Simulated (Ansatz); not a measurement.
Cost and result by functional for the surface energy of the (111) surface of bcc Mo in its 1x1 cell, outermost plane spacing 0.91 Å in the ideal cut, in Ansatz (plane waves, PAW). Single points on the PBE structure, on one kind of machine; costs are rough ratios of the slab run's core time (references not counted) to the cheapest single point. r2SCAN's cost holds its higher cutoff (500 against 420 eV). Differences are taken against r2SCAN for comparison alone: no measured value is at hand, so the table doesn't rank accuracy.

Set-up: 12 atoms, 10.0 Å thick at the start (thin: gaps and levels are the slab's own); mesh 10x10x1; 0.1 eV smearing; dipole correction on; all atoms relaxed; start symmetry kept, larger cells not searched; no spin, no spin-orbit, no U. These notes are the PBE run's.

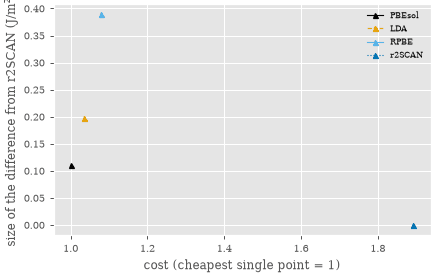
Figure. Difference from r2SCAN against cost

```json
[
 {"functional": "PBEsol", "relative cost": "1", "surface energy (J/m²)": "3.29", "less r2SCAN (J/m²)": "0.11"},
 {"functional": "LDA", "relative cost": "1", "surface energy (J/m²)": "3.38", "less r2SCAN (J/m²)": "0.20"},
 {"functional": "RPBE", "relative cost": "1", "surface energy (J/m²)": "2.79", "less r2SCAN (J/m²)": "-0.39"},
 {"functional": "r2SCAN", "relative cost": "2", "surface energy (J/m²)": "3.18", "less r2SCAN (J/m²)": "0.00"},
 {"functional": "PBE (the relaxed run's value)", "relative cost": "–", "surface energy (J/m²)": "2.98", "less r2SCAN (J/m²)": "-0.20"}
]
```

The values span 0.59 J/m², while the single points' costs differ by a factor of roughly 2. Differences are of unrounded values.

Ansatz is a first-principles code.
